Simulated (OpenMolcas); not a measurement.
**C₂H₂FSi: energy and gradient calculation (part 4 of 4)**

Continued. System: C₂H₂FSi, multiplicity 2. Method: B3LYP/def2-SVPD, UKS (OpenMolcas 26.06). The geometry comes from this level: PBE0-D4/def2-TZVP.

Geometry of the input (Å):
```
C  0.1181  -0.6800  -1.6057
C  0.1204  -0.2137  -0.4901
Si 0.3383  0.4667  1.1688
F  -0.4780  -0.4123  2.2268
H  0.1003  -1.0892  -2.5903
H  -0.1571  1.8644  1.2443
```

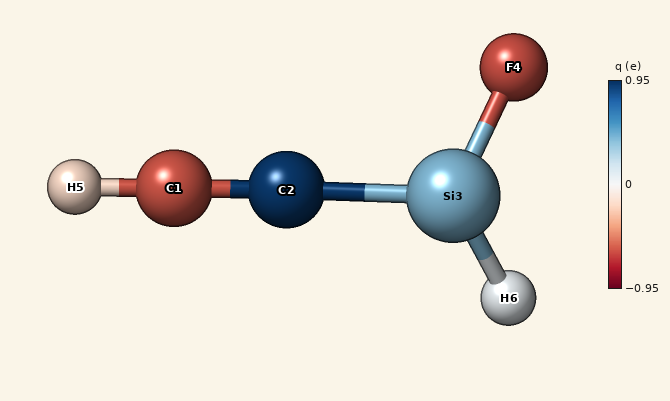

Fig. 1: Mulliken charges, as the colour of each atom (ball-and-stick view, seen on its broad side; atoms are numbered from 1 in the order of the input). By element: C −0.59 to +0.91, Si +0.41, F −0.60 and H −0.18 to +0.05 e.

Results in brief:

| quantity | value |
| --- | --- |
| outcome | converged |
| total energy | −466.495350 hartree |
| basis functions | 103 |
| largest force | 1.615 eV/Å |
| ⟨S²⟩ | 0.754 |
| dipole moment | 1.75 debye |
| wall time | 75 s |
| peak memory | 0.58 GiB |
